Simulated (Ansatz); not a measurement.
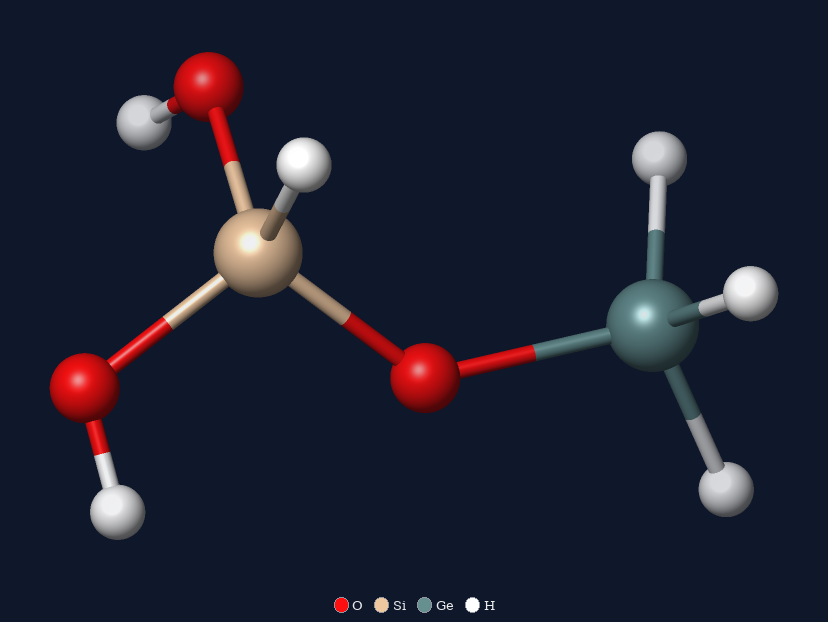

The computed structure is the end point of a PBE-D4/def2-SVP optimisation. No frequency run is at hand to confirm it as a minimum.

Draw it as a skeletal formula.

SMILES: O[SiH](O)[O][GeH3]

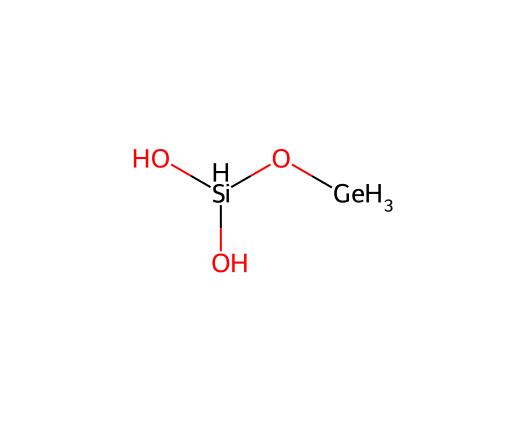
